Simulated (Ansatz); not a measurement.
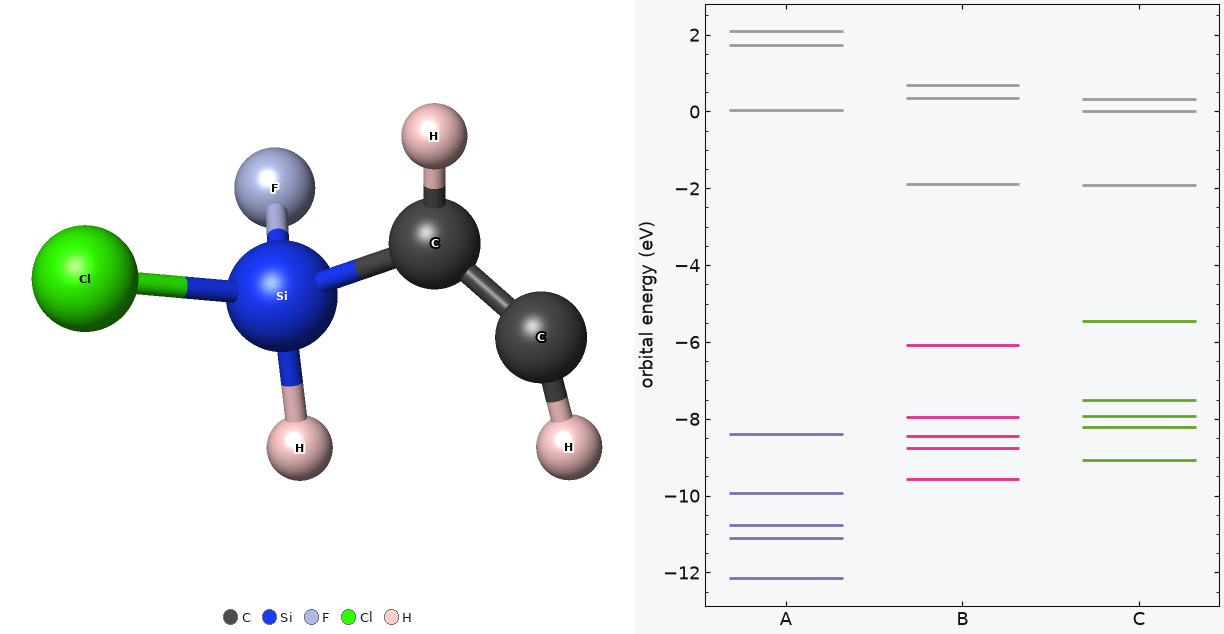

Frontier orbital energies (alpha spin) of C₂H₃ClFSi, SMILES [C](=C/[Si@H](F)Cl)/[H], doublet at one geometry, def2-TZVPP, the Ansatz code, at a PBE0-D4/def2-TZVP geometry (a minimum by its frequencies). Empty levels are grey, levels within 0.1 eV stand side by side; all columns show the same few orbitals around the gap. HOMO and LUMO mean the alpha set's.

**The columns come from BHLYP, BLYP and r2SCAN. Which is which?**

A: BHLYP (HOMO −8.39, LUMO 0.03, separation 8.42 eV)
B: r2SCAN (HOMO −6.09, LUMO −1.90, separation 4.19 eV)
C: BLYP (HOMO −5.46, LUMO −1.91, separation 3.55 eV)

Caveats, for all or some of the runs: empty levels above zero depend strongly on the basis; one conformer of a flexible molecule.
